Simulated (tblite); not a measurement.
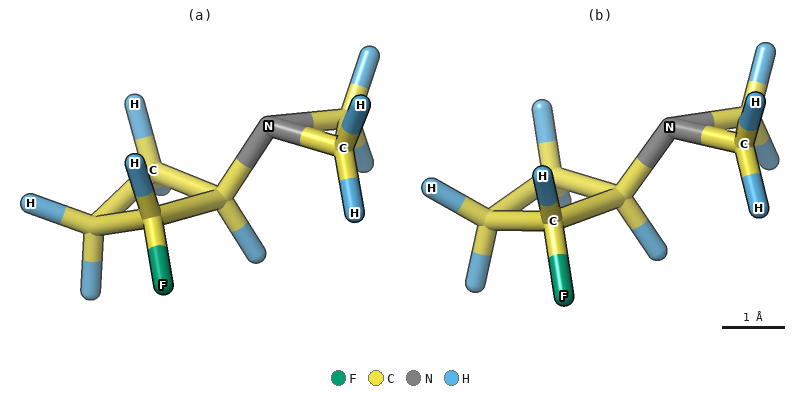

The structure of C6H10FN before (left) and after (right) a relaxation, at one scale.

A stick model, seen from a free direction.

The calculation used GFN2-xTB geometry optimisation, gas phase in tblite. 

**Describe what moved and what it gained.**

The largest move after the best rigid fit is that of an H atom, 0.29 Å. By element the largest moves are H 0.29 Å, F 0.27 Å, C 0.13 Å, N 0.04 Å. Among the contacts that change: C–C 1.513 → 1.478 Å, C–N 1.472 → 1.441 Å, C–F 1.344 → 1.374 Å, C–H 1.115 → 1.087 Å. Among the angles between lasting bonds that change: C–C–N 109.2° → 115.2°, C–N–C 112.8° → 118.0°, C–C–H 116.0° → 110.9°. Over 52 geometry steps the energy falls by 0.312 eV.
